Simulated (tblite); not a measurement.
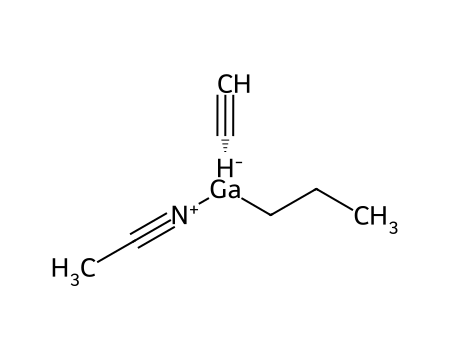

Figure made from data computed with tblite.

Skeletal drawing of a molecule.

Give its SMILES.

Answer. C#[C][Ga@H-]([CH2]CC)[N+]#CC

What is the molecular formula?

Answer. C7H12GaN.

An optimisation with GFN2-xTB gave a structure of which point group?

Answer. C1.
